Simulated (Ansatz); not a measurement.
**Run report: C$_{2}$H$_{5}$Se (charge +1), single-point calculation**

- system: C$_{2}$H$_{5}$Se, charge +1
- method: RKS PBE-D4/def2-TZVPP (Ansatz 0.2.0)

The geometry comes from this level: PBE0-D4/def2-TZVP.

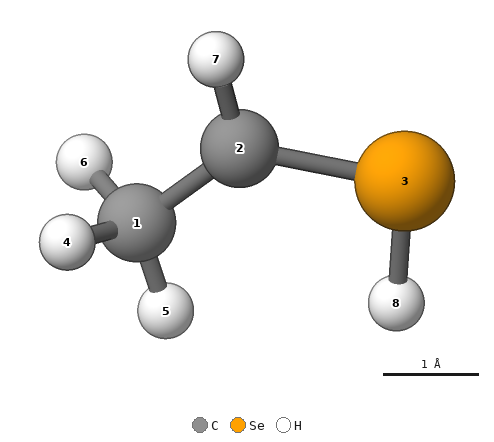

Fig. 1: The structure as given in the input (ball-and-stick view, seen at a tilt; atoms are numbered from 1 in the order of the input).

### Input file
```yaml
crystal:
  periodic: [false, false, false]
  atoms:
    - {symbol: C, position_ang: [-0.197033, -0.004740, -0.762783]}
    - {symbol: C, position_ang: [0.833451, -0.093755, 0.255486]}
    - {symbol: Se, position_ang: [0.878353, -1.099773, 1.713917]}
    - {symbol: H, position_ang: [-0.510403, 1.047402, -0.843156]}
    - {symbol: H, position_ang: [-1.059284, -0.647552, -0.601274]}
    - {symbol: H, position_ang: [0.265497, -0.218477, -1.738549]}
    - {symbol: H, position_ang: [1.721237, 0.529703, 0.144606]}
    - {symbol: H, position_ang: [-0.431389, -1.749847, 1.496806]}
basis:
  gaussian: {orbitals: def2-TZVPP}
total_charge: 1
hamiltonian: {xc: pbe, dispersion: d4}
```

Run on 2 threads of Intel Xeon @ 2.50GHz, 11 GiB of memory available, shared host.

Launch command:
```bash
ansatz run in.yaml --threads 2 --pin off --events-out ev --progress --plain --max-ram 4352MiB
```

### Log
```
Functional definition: PBE
  name "PBE"
  cite "Perdew, Burke & Ernzerhof, Phys. Rev. Lett. 77, 3865 (1996) doi:10.1103/PhysRevLett.77.3865"
  parent pbe
  parameter kappa = 0.804
  parameter beta = 0.06672455060314922
  exchange = pbe_x(kappa = kappa, mu = beta*pi^2/3)
  correlation = pbe_c(beta = beta)
1042 factors; their error is unknown
mean field evaluation 1: about -67451.7579 eV, gradient 1.1e2 eV
mean field evaluation 2: about -67289.6842 eV, gradient 2.1e2 eV
mean field evaluation 4: about -67484.0193 eV, gradient 1.7e1 eV
mean field evaluation 8: about -67484.9080 eV, gradient 1.3e-1 eV
mean field evaluation 16: about -67484.8715 eV, gradient 2.2e-4 eV
mean field -67484.87149537 eV, -2480.0232845661 hartree, gradient 7.0e-5 eV, S^2 0.000000; 0 other end points of the search recorded, 0 dependent functions left out
reference -67484.87152967 eV, -2480.0232858264 hartree; 25, 25 occupied and 155, 155 virtual orbitals, 1042 factors
Total energy: -67484.98536115 eV, -2480.0274690562 hartree
```

### Results in brief

- outcome: converged
- total energy: −67484.9854 eV
- mean-field energy: −67484.8715 eV
- dispersion energy: −0.1138 eV
- SCF solution under orbital rotations: stable
- wall time: 3 s (CPU time 5.7 s)
- peak memory: 0.2 GiB
